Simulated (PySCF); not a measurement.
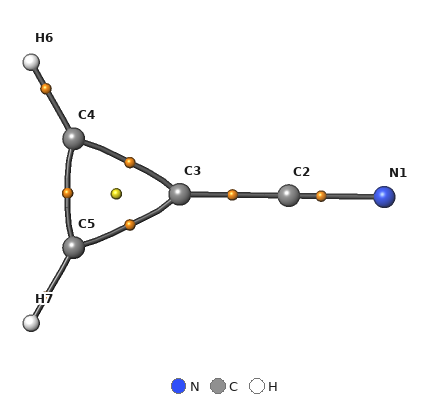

Figure 1: C₄H₂N, doublet, SMILES `N#CC1=C[CH]1`. Molecular graph of the electron density (QTAIM): bond paths, bond critical points (orange), ring points (yellow, if any); weak paths are dashed.

Method: TPSSh/6-31G*; geometry: GFN2-xTB; program: PySCF. No frequency check shows the geometry to be a minimum. The stability of the open-shell solution wasn't checked. GFN2-xTB doesn't know the spin state, so this open-shell geometry is rough.

The calculation's input:

```python
import numpy as np
from pyscf import gto, scf, dft
from pyscf.scf import atom_ks, atom_hf
from scipy.linalg import block_diag

def solve(mol, dm0=None, hcore=None):
    mf = (dft.UKS if mol.spin else dft.RKS)(mol, xc='tpssh')
    mf.grids.level = 3
    mf = mf.density_fit(auxbasis='def2-universal-jkfit')
    mf.conv_tol, mf.max_cycle = 1e-8, 80
    if hcore is not None:
        mf.get_hcore = lambda *args: hcore
    mf.kernel(dm0)
    if not mf.converged:
        mf = mf.newton().run(mf.mo_coeff, mf.mo_occ, max_cycle=30)
    assert mf.converged, 'SCF not converged'
    return mf

mol = gto.M(atom='''
N     -2.30891     0.00141     0.00000
C     -1.14093    -0.00148     0.00000
C      0.19092    -0.00186     0.00000
C      1.48749    -0.66085     0.00000
C      1.48737     0.66228     0.00000
H      2.00676    -1.58769     0.00000
H      2.00646     1.58922     0.00000
''', basis='6-31g*', charge=0, spin=1, verbose=4)
mf = solve(mol)
mf.analyze()
# spherically averaged free atoms, for the promolecule
atm = atom_ks.get_atm_nrks(mol, xc='tpssh')
pro = block_diag(*[(atm[a[0]][2] * atm[a[0]][3]) @ atm[a[0]][2].T for a in mol._atom])
np.savez('result.npz', e=mf.e_tot, c=mf.mo_coeff, occ=mf.mo_occ, eps=mf.mo_energy, pro=pro, dip=mf.dip_moment(verbose=0), s2=mf.spin_square()[0])
```

Run with:

```sh
OMP_NUM_THREADS=1 python input.py
```

The run took 43 s on 1 thread of Arm Neoverse V1, on a shared host, peak memory 0.38 GiB.

Partitions, critical points and surface values were worked out afterwards from this run's density.

> How many critical points of each kind are there, and does the count close?

7 nuclei, 7 bond, 1 ring and 0 cage critical points: 7 − 7 + 1 − 0 = 1, as the Poincaré–Hopf relation requires.

> Give the properties at the bond critical points.

```tsv
bond	length (Å)	ρ (a.u.)	∇²ρ (a.u.)	ε	H (a.u.)
N1–C2	1.168	0.452	+0.44	0.06	−0.786
C4–C5	1.323	0.335	−0.85	0.16	−0.380
C2–C3	1.332	0.326	−0.93	0.21	−0.365
C4–H6 (2 alike)	1.062	0.289	−1.12	0.01	−0.310
C3–C4	1.454	0.256	−0.41	0.32	−0.222
C3–C5	1.457	0.255	−0.40	0.33	−0.220
```

> What kind of interaction is C4–C5?

Shared-shell (covalent): ρ = 0.335, ∇²ρ = −0.85, H = −0.380 a.u. Its ellipticity of 0.16 shows that the density isn't cylindrical about the bond.
